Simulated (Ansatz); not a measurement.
**CF₂GaN: one molecule under many settings**

How do the results and run time of CF₂GaN respond when the settings are drawn wide?

Program: Ansatz 0.2.0, Gaussian basis. Level of theory: the settings change from run to run. These are calculated values, not measurements.

### Step 1. The relaxed structure

An earlier PBE0-D4 in a triple-zeta def2 set relaxation fixed the geometry.

SMILES `N#[C][Ga]([F])[F]`, 5 atoms, charge 0, spin multiplicity 1.

Atoms are counted from 1 here; the program's logs count them from 0.

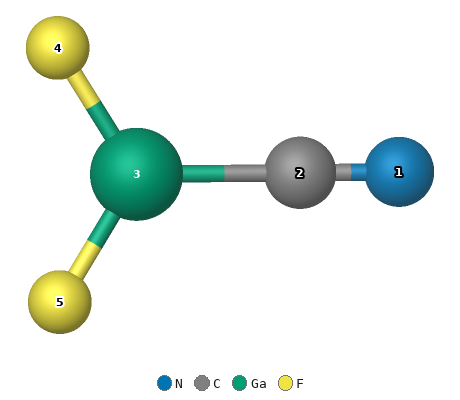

The structure; nitrogen blue, carbon grey, gallium teal, fluorine yellow; atoms are numbered from 1 in the order of the file.

As a file:

```xyz
5
charge 0, multiplicity 1
N     1.39990   -1.38148    1.43464
C     0.74004   -0.73265    0.74991
Ga   -0.35103    0.34024   -0.38294
F    -1.75803   -0.29632   -1.15161
F     0.01902    1.99661   -0.69149
```

### Step 2. CAM-B3LYP/def2-mTZVP

File in.yaml:

```yaml
crystal:
  periodic: [false, false, false]
  atoms:
    - {symbol: N, position_ang: [1.399896, -1.381479, 1.434637]}
    - {symbol: C, position_ang: [0.740041, -0.732650, 0.749909]}
    - {symbol: Ga, position_ang: [-0.351032, 0.340241, -0.382939]}
    - {symbol: F, position_ang: [-1.758028, -0.296321, -1.151611]}
    - {symbol: F, position_ang: [0.019024, 1.996610, -0.691494]}
basis:
  gaussian: {orbitals: def2-mTZVP}
hamiltonian: {xc: {name: CAM-B3LYP}}
output: {forces: true}
```

On the command line:

```sh
> ansatz run in.yaml --threads 2 --pin off --events-out ev --progress --plain --max-ram 20480MiB --backend cpu
```

Log (excerpt; [...] marks lines left out):

```text
Functional definition: CAM-B3LYP
  name "CAM-B3LYP"
  cite "Yanai, Tew & Handy, Chem. Phys. Lett. 393, 51 (2004) doi:10.1016/j.cplett.2004.06.011"
  cite "Iikura, Tsuneda, Yanai & Hirao, J. Chem. Phys. 115, 3540 (2001) doi:10.1063/1.1383587"
  cite "Becke, Phys. Rev. A 38, 3098 (1988) doi:10.1103/PhysRevA.38.3098"
  cite "Lee, Yang & Parr, Phys. Rev. B 37, 785 (1988) doi:10.1103/PhysRevB.37.785"
  cite "Vosko, Wilk & Nusair, Can. J. Phys. 58, 1200 (1980) doi:10.1139/p80-159"
[...]
  # Exact exchange under (alpha + beta erf(omega r))/r, Becke's under what is left of 1/r.
[...]
951 factors; integrals over basis functions are off by at most 9.3e-4 eV
227 factors; integrals over basis functions are off by at most 8.3e-6 eV
[...]
mean field -60344.39546029 eV, -2217.6156302654 hartree, gradient 7.4e-5 eV, S^2 0.000000; 0 other end points of the search recorded, 0 dependent functions left out
[...]
reference -60344.39556695 eV, -2217.6156341849 hartree; 31, 31 occupied and 81, 81 virtual orbitals, 951 factors
Total energy: -60344.39556695 eV, -2217.6156341849 hartree
Atom 0 at     1.399896    -1.381479     1.434637 Å, force    -0.175961     0.173011    -0.182319 eV/Å
Atom 1 at     0.740041    -0.732650     0.749909 Å, force     0.190845    -0.187732     0.197878 eV/Å
Atom 2 at    -0.351032     0.340241    -0.382939 Å, force     0.015311    -0.014871     0.015268 eV/Å
Atom 3 at    -1.758028    -0.296321    -1.151611 Å, force    -0.059769    -0.042869    -0.026971 eV/Å
Atom 4 at     0.019024     1.996610    -0.691494 Å, force     0.029574     0.072461    -0.003855 eV/Å
Dipole moment:    -0.100430     0.098677    -0.103905 e Å
```

Wall time 3.1 s (2 threads of AMD EPYC 7R13, shared host).

Largest force 0.333 eV/Å, dipole 0.84 D.

### Step 3. RPA/aug-pcseg-2

This run has atoms shaken by 0.03 Å.

File in.yaml:

```yaml
crystal:
  periodic: [false, false, false]
  atoms:
    - {symbol: N, position_ang: [1.398702, -1.359979, 1.407696]}
    - {symbol: C, position_ang: [0.690872, -0.683455, 0.802641]}
    - {symbol: Ga, position_ang: [-0.312847, 0.354302, -0.430531]}
    - {symbol: F, position_ang: [-1.815058, -0.270888, -1.153647]}
    - {symbol: F, position_ang: [0.003864, 1.959183, -0.667955]}
basis:
  gaussian: {orbitals: aug-pcseg-2}
hamiltonian: {xc: {name: PBE0}}
correlation: {method: rpa}
```

Same command.

Log (excerpt; [...] marks lines left out):

```text
Functional definition: PBE0
  name "PBE0"
  cite "Adamo & Barone, J. Chem. Phys. 110, 6158 (1999) doi:10.1063/1.478522"
  cite "Perdew, Burke & Ernzerhof, Phys. Rev. Lett. 77, 3865 (1996) doi:10.1103/PhysRevLett.77.3865"
  parent pbe
[...]
1587 factors; integrals over basis functions are off by at most 7.1e-4 eV
[...]
mean field -60329.45795441 eV, -2217.0666870491 hartree, gradient 3.7e-6 eV, S^2 0.000000; 0 other end points of the search recorded, 0 dependent functions left out
13 core orbitals not correlated: weight in the atoms' cores, before any rotation towards them, 1.000 or more for the frozen orbitals, at most 0.000 for the correlated occupied ones
reference -60262.55910349 eV, -2214.6081996236 hartree; 18, 18 occupied and 212, 212 virtual orbitals, 1587 factors
Total energy: -60299.19865132 eV, -2215.9546781712 hartree
```

Wall time 14 s (2 threads of AMD EPYC 7R13, shared host); peak memory 0.78 GiB.

### Step 4. wB97X-V/cc-pVTZ-DK

File in.yaml:

```yaml
crystal:
  periodic: [false, false, false]
  atoms:
    - {symbol: N, position_ang: [1.399896, -1.381479, 1.434637]}
    - {symbol: C, position_ang: [0.740041, -0.732650, 0.749909]}
    - {symbol: Ga, position_ang: [-0.351032, 0.340241, -0.382939]}
    - {symbol: F, position_ang: [-1.758028, -0.296321, -1.151611]}
    - {symbol: F, position_ang: [0.019024, 1.996610, -0.691494]}
basis:
  gaussian: {orbitals: cc-pVTZ-DK}
hamiltonian: {xc: {name: wB97X-V}}
```

The command is unchanged.

Log (excerpt; [...] marks lines left out):

```text
Functional definition: wB97X-V
  name "wB97X-V"
  cite "Mardirossian & Head-Gordon, Phys. Chem. Chem. Phys. 16, 9904 (2014) doi:10.1039/C3CP54374A"
  cite "Becke, J. Chem. Phys. 107, 8554 (1997) doi:10.1063/1.475007"
  cite "Vydrov & Van Voorhis, J. Chem. Phys. 133, 244103 (2010) doi:10.1063/1.3521275"
[...]
      + integral(e_c_pw_opposite_spin*poly(b97_u_opposite, cos0, cos1)) + vv10(b, c)
1036 factors; their error is unknown
201 factors; integrals over basis functions are off by at most 6.7e-6 eV
[...]
mean field -60859.81717618 eV, -2236.5570289590 hartree, gradient 2.1e-5 eV, S^2 0.000000; 0 other end points of the search recorded, 0 dependent functions left out
reference -60859.81717417 eV, -2236.5570288852 hartree; 31, 31 occupied and 132, 132 virtual orbitals, 1036 factors
Total energy: -60859.81717417 eV, -2236.5570288852 hartree
Relativity: scalar
```

Run time: 5.5 s. Hardware: 2 threads of AMD EPYC 7R13, shared host.

### Step 5. wB97X-V/def2-TZVP

Set apart from the defaults: multiplicity 3.

Edit in.yaml of step 4 so:

```diff
@@ -9,3 +9,5 @@
 basis:
-  gaussian: {orbitals: cc-pVTZ-DK}
+  gaussian: {orbitals: def2-TZVP}
+magnetization: {spin_polarized: true, initial_magnetization: 2}
 hamiltonian: {xc: {name: wB97X-V}}
+output: {forces: true}
```

The command is unchanged.

Log (excerpt; [...] marks lines left out):

```text
Functional definition: wB97X-V
  name "wB97X-V"
  cite "Mardirossian & Head-Gordon, Phys. Chem. Chem. Phys. 16, 9904 (2014) doi:10.1039/C3CP54374A"
  cite "Becke, J. Chem. Phys. 107, 8554 (1997) doi:10.1063/1.475007"
  cite "Vydrov & Van Voorhis, J. Chem. Phys. 133, 244103 (2010) doi:10.1063/1.3521275"
[...]
      + integral(e_c_pw_opposite_spin*poly(b97_u_opposite, cos0, cos1)) + vv10(b, c)
1050 factors; their error is unknown
204 factors; integrals over basis functions are off by at most 6.8e-6 eV
[...]
mean field -60330.49266289 eV, -2217.1047118844 hartree, gradient 4.8e-6 eV, S^2 2.004140; 4 other end points of the search recorded, 0 dependent functions left out
[...]
reference -60330.49266218 eV, -2217.1047118583 hartree; 32, 30 occupied and 140, 142 virtual orbitals, 1050 factors
Total energy: -60330.49266218 eV, -2217.1047118583 hartree
Atom 0 at     1.399896    -1.381479     1.434637 Å, force     7.571872    -7.445308     7.857456 eV/Å
Atom 1 at     0.740041    -0.732650     0.749909 Å, force    -7.818911     7.688077    -8.113596 eV/Å
Atom 2 at    -0.351032     0.340241    -0.382939 Å, force     0.377567    -0.370966     0.390810 eV/Å
Atom 3 at    -1.758028    -0.296321    -1.151611 Å, force    -0.251126    -0.175749    -0.115449 eV/Å
Atom 4 at     0.019024     1.996610    -0.691494 Å, force     0.120598     0.303946    -0.019220 eV/Å
Dipole moment:     0.151430    -0.148994     0.157608 e Å
```

Wall time 46 s (2 threads of AMD EPYC 7R13, shared host); peak memory 0.97 GiB.

Largest force 13.641 eV/Å, dipole 1.27 D, ⟨S²⟩ 2.004.

### Step 6. HSE06/aug-cc-pVTZ

This run has unrestricted orbitals, density fitting with def2-universal-jkfit, a point charge of 2.00 e beside it.

Edit in.yaml of step 5 so:

```diff
@@ -9,5 +9,5 @@
 basis:
-  gaussian: {orbitals: def2-TZVP}
-magnetization: {spin_polarized: true, initial_magnetization: 2}
-hamiltonian: {xc: {name: wB97X-V}}
+  gaussian: {orbitals: aug-cc-pVTZ, fitting: {mean_field: def2-universal-jkfit}, point_charges: [{charge: 2.00, position_ang: [5.710, -0.387, 0.830]}]}
+magnetization: {spin_polarized: true, initial_magnetization: 0}
+hamiltonian: {xc: {name: HSE06}}
 output: {forces: true}
```

Launched as before.

Log (excerpt; [...] marks lines left out):

```text
Functional definition: HSE06
  name "HSE06"
  cite "Heyd, Scuseria & Ernzerhof, J. Chem. Phys. 118, 8207 (2003) doi:10.1063/1.1564060"
  cite "Krukau, Vydrov, Izmaylov & Scuseria, J. Chem. Phys. 125, 224106 (2006) doi:10.1063/1.2404663"
  cite "Heyd & Scuseria, J. Chem. Phys. 120, 7274 (2004) doi:10.1063/1.1668634"
  cite "Ernzerhof & Perdew, J. Chem. Phys. 109, 3313 (1998) doi:10.1063/1.476928"
  cite "Perdew, Burke & Ernzerhof, Phys. Rev. Lett. 77, 3865 (1996) doi:10.1103/PhysRevLett.77.3865"
  parent pbe
[...]
  # The whole range is PBE's own exchange, as in plane waves. The composition of these papers is wPBEh.
[...]
572 factors; integrals over basis functions are off by at most 9.0e-1 eV
572 factors; integrals over basis functions are off by at most 1.8e-6 eV
[...]
mean field -60329.41379933 eV, -2217.0650643798 hartree, gradient 7.5e-5 eV, S^2 0.000000; 0 other end points of the search recorded, 0 dependent functions left out
[...]
reference -60329.41385712 eV, -2217.0650665037 hartree; 31, 31 occupied and 212, 212 virtual orbitals, 572 factors
Total energy: -60329.41385712 eV, -2217.0650665037 hartree
Atom 0 at     1.399896    -1.381479     1.434637 Å, force     0.568016     0.104276    -0.063328 eV/Å
Atom 1 at     0.740041    -0.732650     0.749909 Å, force     0.216019    -0.141716     0.158635 eV/Å
Atom 2 at    -0.351032     0.340241    -0.382939 Å, force    -1.338265     0.336790    -0.583833 eV/Å
Atom 3 at    -1.758028    -0.296321    -1.151611 Å, force     0.456458     0.030342     0.226630 eV/Å
Atom 4 at     0.019024     1.996610    -0.691494 Å, force     0.335459    -0.218102     0.139914 eV/Å
Dipole moment:    -0.479534     0.158705    -0.202178 e Å
```

Wall time 11 s (2 threads of AMD EPYC 7R13, shared host); peak memory 0.89 GiB.

Largest force 1.498 eV/Å, dipole 2.61 D, ⟨S²⟩ 0.000.

### Step 7. wPBEh/aug-pcseg-2

Set apart from the defaults: atoms shaken by 0.15 Å, a grid of angular degree 23, the search for lower states set to off.

File in.yaml:

```yaml
crystal:
  periodic: [false, false, false]
  atoms:
    - {symbol: N, position_ang: [1.368139, -1.144669, 1.430093]}
    - {symbol: C, position_ang: [1.027648, -0.464292, 0.805088]}
    - {symbol: Ga, position_ang: [-0.181713, 0.382204, -0.476819]}
    - {symbol: F, position_ang: [-1.532854, -0.557448, -1.368599]}
    - {symbol: F, position_ang: [-0.012697, 1.879070, -0.660994]}
basis:
  gaussian: {orbitals: aug-pcseg-2, final_grid: {core_spheres: 8, valence_spheres: 7, degree: 23}}
hamiltonian: {xc: {name: wPBEh}}
scf: {lower_state_search: off}
```

Same command.

Log (excerpt; [...] marks lines left out):

```text
Functional definition: wPBEh
  name "wPBEh"
  cite "Heyd, Scuseria & Ernzerhof, J. Chem. Phys. 118, 8207 (2003) doi:10.1063/1.1564060"
  cite "Krukau, Vydrov, Izmaylov & Scuseria, J. Chem. Phys. 125, 224106 (2006) doi:10.1063/1.2404663"
  cite "Heyd & Scuseria, J. Chem. Phys. 120, 7274 (2004) doi:10.1063/1.1668634"
  cite "Ernzerhof & Perdew, J. Chem. Phys. 109, 3313 (1998) doi:10.1063/1.476928"
  cite "Perdew, Burke & Ernzerhof, Phys. Rev. Lett. 77, 3865 (1996) doi:10.1103/PhysRevLett.77.3865"
  parent pbe
[...]
1246 factors; their error is unknown
111 factors; integrals over basis functions are off by at most 7.1e-6 eV
[...]
mean field -60326.46838480 eV, -2216.9568223923 hartree, gradient 1.7e-6 eV, S^2 0.000000; 0 other end points of the search recorded, 0 dependent functions left out
reference -60326.46844641 eV, -2216.9568246566 hartree; 31, 31 occupied and 212, 212 virtual orbitals, 1246 factors
Total energy: -60326.46844641 eV, -2216.9568246566 hartree
Checks for a lower state left out: stability, starts, cluster_reference, orbital_swaps, neighbouring_geometries, increment
```

Wall time 4.1 s (2 threads of AMD EPYC 7R13, shared host); peak memory 0.55 GiB.

### Step 8. HSE06/cc-pVTZ

Set apart from the defaults: coordinates scaled by 0.92.

File in.yaml:

```yaml
crystal:
  periodic: [false, false, false]
  atoms:
    - {symbol: N, position_ang: [1.287905, -1.270960, 1.319866]}
    - {symbol: C, position_ang: [0.680837, -0.674038, 0.689916]}
    - {symbol: Ga, position_ang: [-0.322949, 0.313021, -0.352304]}
    - {symbol: F, position_ang: [-1.617386, -0.272615, -1.059482]}
    - {symbol: F, position_ang: [0.017502, 1.836881, -0.636174]}
basis:
  gaussian: {orbitals: cc-pVTZ}
hamiltonian: {xc: {name: HSE06}}
output: {forces: true}
```

The command is unchanged.

Log (excerpt; [...] marks lines left out):

```text
Functional definition: HSE06
  name "HSE06"
  cite "Heyd, Scuseria & Ernzerhof, J. Chem. Phys. 118, 8207 (2003) doi:10.1063/1.1564060"
  cite "Krukau, Vydrov, Izmaylov & Scuseria, J. Chem. Phys. 125, 224106 (2006) doi:10.1063/1.2404663"
  cite "Heyd & Scuseria, J. Chem. Phys. 120, 7274 (2004) doi:10.1063/1.1668634"
  cite "Ernzerhof & Perdew, J. Chem. Phys. 109, 3313 (1998) doi:10.1063/1.476928"
  cite "Perdew, Burke & Ernzerhof, Phys. Rev. Lett. 77, 3865 (1996) doi:10.1103/PhysRevLett.77.3865"
  parent pbe
[...]
  # The whole range is PBE's own exchange, as in plane waves. The composition of these papers is wPBEh.
[...]
1043 factors; their error is unknown
66 factors; integrals over basis functions are off by at most 4.4e-7 eV
[...]
mean field -60327.14017909 eV, -2216.9815103774 hartree, gradient 1.8e-5 eV, S^2 0.000000; 0 other end points of the search recorded, 0 dependent functions left out
[...]
reference -60327.14022029 eV, -2216.9815118913 hartree; 31, 31 occupied and 132, 132 virtual orbitals, 1043 factors
Total energy: -60327.14022029 eV, -2216.9815118913 hartree
Atom 0 at     1.287905    -1.270960     1.319866 Å, force     8.872841    -8.724548     9.207561 eV/Å
Atom 1 at     0.680837    -0.674038     0.689916 Å, force    -6.483945     6.375345    -6.727024 eV/Å
Atom 2 at    -0.322949     0.313021    -0.352304 Å, force     1.549238    -1.523737     1.609911 eV/Å
Atom 3 at    -1.617386    -0.272615    -1.059482 Å, force    -5.275698    -2.330111    -2.901371 eV/Å
Atom 4 at     0.017502     1.836881    -0.636174 Å, force     1.337565     6.203051    -1.189077 eV/Å
Dipole moment:    -0.126299     0.124124    -0.130797 e Å
```

Run time: 3.2 s. Hardware: 2 threads of AMD EPYC 7R13, shared host.

Largest force 15.480 eV/Å, dipole 1.06 D.

### Step 9. SVWN5/STO-3G

File in.yaml:

```yaml
crystal:
  periodic: [false, false, false]
  atoms:
    - {symbol: N, position_ang: [1.399896, -1.381479, 1.434637]}
    - {symbol: C, position_ang: [0.740041, -0.732650, 0.749909]}
    - {symbol: Ga, position_ang: [-0.351032, 0.340241, -0.382939]}
    - {symbol: F, position_ang: [-1.758028, -0.296321, -1.151611]}
    - {symbol: F, position_ang: [0.019024, 1.996610, -0.691494]}
basis:
  gaussian: {orbitals: STO-3G}
hamiltonian: {xc: {name: SVWN5}}
output: {forces: true}
```

Same command.

Log (excerpt; [...] marks lines left out):

```text
Functional definition: SVWN5
  name "SVWN5"
  cite "Dirac, Proc. Camb. Phil. Soc. 26, 376 (1930) doi:10.1017/S0305004100016108"
  cite "Slater, Phys. Rev. 81, 385 (1951) doi:10.1103/PhysRev.81.385"
  cite "Vosko, Wilk & Nusair, Can. J. Phys. 58, 1200 (1980) doi:10.1139/p80-159"
[...]
462 factors; integrals over basis functions are off by at most 4.1e-5 eV
[...]
mean field -59468.33157664 eV, -2185.4208763586 hartree, gradient 1.7e-5 eV, S^2 0.000000; 4 other end points of the search recorded, 0 dependent functions left out
[...]
reference -59468.33159233 eV, -2185.4208769352 hartree; 31, 31 occupied and 7, 7 virtual orbitals, 462 factors
Total energy: -59468.33159233 eV, -2185.4208769352 hartree
Atom 0 at     1.399896    -1.381479     1.434637 Å, force     4.780968    -4.701100     4.961585 eV/Å
Atom 1 at     0.740041    -0.732650     0.749909 Å, force    -7.779976     7.650137    -8.075558 eV/Å
Atom 2 at    -0.351032     0.340241    -0.382939 Å, force     1.320466    -1.298325     1.370035 eV/Å
Atom 3 at    -1.758028    -0.296321    -1.151611 Å, force     2.672443     1.539954     1.346627 eV/Å
Atom 4 at     0.019024     1.996610    -0.691494 Å, force    -0.993901    -3.190666     0.397310 eV/Å
Dipole moment:    -0.422670     0.415625    -0.438790 e Å
```

Wall time 1.1 s (2 threads of AMD EPYC 7R13, shared host).

Largest force 13.575 eV/Å, dipole 3.54 D.

### Step 10. B97/def2-TZVP

Edit in.yaml of step 9 so:

```diff
@@ -9,4 +9,4 @@
 basis:
-  gaussian: {orbitals: STO-3G}
-hamiltonian: {xc: {name: SVWN5}}
+  gaussian: {orbitals: def2-TZVP}
+hamiltonian: {xc: {name: B97}}
 output: {forces: true}
```

The command is unchanged.

Log (excerpt; [...] marks lines left out):

```text
Functional definition: B97
  name "B97"
  cite "Becke, J. Chem. Phys. 107, 8554 (1997) doi:10.1063/1.475007"
[...]
      + integral(e_c_pw_opposite_spin*poly(b97_u_opposite, cos0, cos1, cos2))
1050 factors; their error is unknown
[...]
mean field -60338.53797508 eV, -2217.4003716543 hartree, gradient 1.7e-5 eV, S^2 0.000000; 0 other end points of the search recorded, 0 dependent functions left out
[...]
reference -60338.53799725 eV, -2217.4003724688 hartree; 31, 31 occupied and 141, 141 virtual orbitals, 1050 factors
Total energy: -60338.53799725 eV, -2217.4003724688 hartree
Atom 0 at     1.399896    -1.381479     1.434637 Å, force     0.299116    -0.294123     0.310621 eV/Å
Atom 1 at     0.740041    -0.732650     0.749909 Å, force    -0.177280     0.174233    -0.183995 eV/Å
Atom 2 at    -0.351032     0.340241    -0.382939 Å, force     0.079323    -0.077852     0.081820 eV/Å
Atom 3 at    -1.758028    -0.296321    -1.151611 Å, force    -0.275804    -0.127248    -0.149583 eV/Å
Atom 4 at     0.019024     1.996610    -0.691494 Å, force     0.074645     0.324989    -0.058863 eV/Å
Dipole moment:    -0.107569     0.105700    -0.111326 e Å
```

Wall time 5.5 s (2 threads of AMD EPYC 7R13, shared host).

Largest force 0.522 eV/Å, dipole 0.90 D.

### Step 11. All runs side by side

```tsv
level	charge	multiplicity	geometry	functions	energy (eV)	time
CAM-B3LYP/def2-mTZVP	0	1	relaxed	112	-60344.396	3.1 s
RPA/aug-pcseg-2	0	1	shaken	243	-60299.199	14 s
wB97X-V/cc-pVTZ-DK	0	1	relaxed	163	-60859.817	5.5 s
wB97X-V/def2-TZVP	0	3	relaxed	172	-60330.493	46 s
HSE06/aug-cc-pVTZ	0	1	relaxed, point charge	243	-60329.414	11 s
wPBEh/aug-pcseg-2	0	1	shaken	243	-60326.468	4.1 s
HSE06/cc-pVTZ	0	1	scaled	163	-60327.140	3.2 s
SVWN5/STO-3G	0	1	relaxed	38	-59468.332	1.1 s
B97/def2-TZVP	0	1	relaxed	172	-60338.538	5.5 s
```

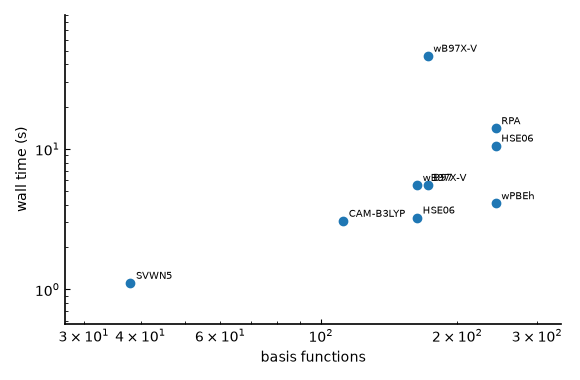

Wall time against the number of basis functions (shared host).

### Step 12. Summary of results

| quantity | value |
| --- | --- |
| runs | 9 |
| quickest | SVWN5/STO-3G, 1.1 s |
| slowest | wB97X-V/def2-TZVP, 46 s |
| spread of total energies, same state and geometry | 1391.5 eV |
| dipole, same state and geometry | 0.84 to 3.54 D |

What this shows: Run time spans a factor of 41, from SVWN5/STO-3G to wB97X-V/def2-TZVP. The jobs differ in tasks and options as well as level. Total energies at one charge and spin differ by 1391 eV between levels, so only differences within one level mean anything. Some of these runs are scalar-relativistic and others not, which shifts the totals of all-electron atoms past neon by eV; core potentials, where a basis has them, take the core out of the total altogether. At the PBE0-D4/def2-TZVP geometry and in the same state, runs without warnings or point charges leave forces up to 13.57 eV/Å (SVWN5/STO-3G), against 15.5 eV/Å where the atoms were moved. At that geometry and state the dipole changes by 321 % between the lowest and highest value.
